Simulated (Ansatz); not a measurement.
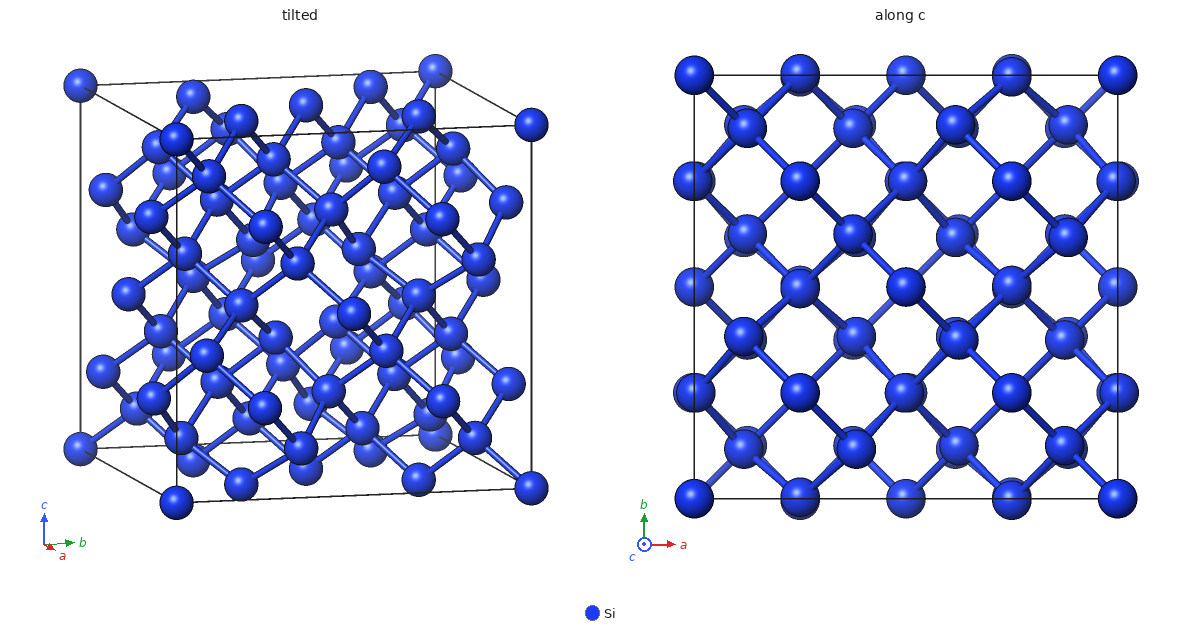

Shown here is a ball-and-stick view of the crystal, taken slightly off an axis and along the c axis. Thin lines show the conventional unit cell, with boundary atoms drawn in all their periodic places.

State composition, symmetry and coordination.

The element is silicon. It belongs to space group F-43m (No. 216) and has a face-centred cubic lattice. The cell holds 60 atoms. With all contacts inside bonding distance counted, the coordination numbers are Si 3 to 4 (mean 3.7). The bonds build a three-dimensional framework.

It derives from a structure listed in the Materials Project, repeated into a supercell with a point defect put in. Earlier steps of the study may have refined or changed the cell and positions. It was the input of a calculation with Ansatz.
